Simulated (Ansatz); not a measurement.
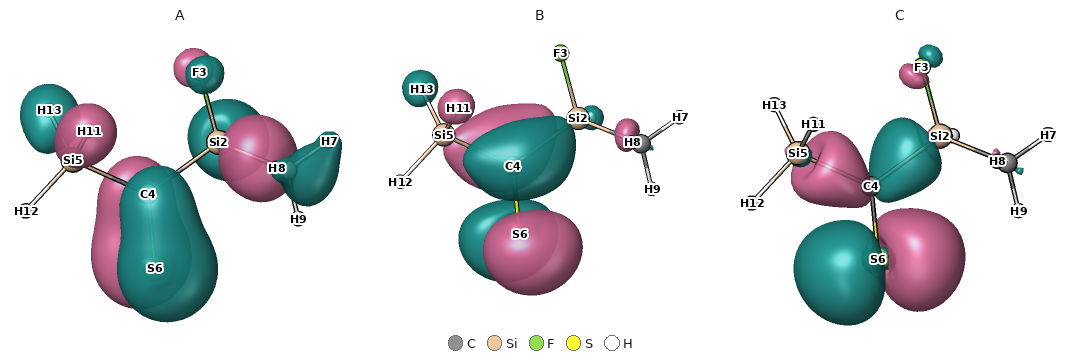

The picture shows: C2H7FSSi2. Three frontier orbitals at ±0.1 Å⁻³ᐟ² (teal and pink are the two phases), in no order.

These are results of RKS PBE0-D4/6-31G* in Ansatz, not measurements.

Input

```
crystal:
  periodic: [false, false, false]
  atoms:
    - { symbol: C, position_ang: [-1.7596, -1.1279, -0.2662] }
    - { symbol: Si, position_ang: [0.0293, -1.1316, -0.08] }
    - { symbol: F, position_ang: [0.3032, -1.3319, 1.4716] }
    - { symbol: C, position_ang: [0.9303, 0.4268, -0.6744] }
    - { symbol: Si, position_ang: [1.2492, 1.6935, 0.5755] }
    - { symbol: S, position_ang: [1.211, 0.656, -2.2792] }
    - { symbol: H, position_ang: [-2.2395, -1.9952, 0.1147] }
    - { symbol: H, position_ang: [-2.2038, -0.2189, 0.2552] }
    - { symbol: H, position_ang: [-2.086, -0.9727, -1.289] }
    - { symbol: H, position_ang: [0.562, -2.3301, -0.7535] }
    - { symbol: H, position_ang: [0.0714, 1.9394, 1.506] }
    - { symbol: H, position_ang: [1.5995, 3.029, 0.011] }
    - { symbol: H, position_ang: [2.3535, 1.329, 1.4231] }
basis:
  gaussian: { orbitals: "6-31G*" }
hamiltonian:
  xc: pbe0
  dispersion: d4
relax:
  f_tol: 0.02
  max_steps: 50
output:
  orbitals: {}
```

Run with:

```sh
ansatz run input.yaml --threads 2 --pin off --max-ram 3072MiB --backend cpu --events-out ev --progress --plain --runs-dir out
```

The fields are those of the run's last geometry, not of the input's.

**Order the three orbitals by energy and name them.**

A is the HOMO−1 (−8.70 eV). Its weight (Hirshfeld) is mainly on S6 (about 40 %), C4 (about 15 %), C1 (about 10 %), Si2 (about 10 %) and H10 (about 10 %). C is the HOMO (−6.29 eV). Its weight (Hirshfeld) is mainly on S6 (about 70 %), C4 (about 10 %), Si5 (about 5 %) and Si2 (about 5 %); largely a lone pair of S6. B is the LUMO (−3.00 eV). By Hirshfeld shares it lies mainly on S6 (about 45 %) and C4 (about 35 %); π-antibonding (π*) across S6–C4.

**What is the HOMO–LUMO gap?**

3.29 eV between the orbital energies.
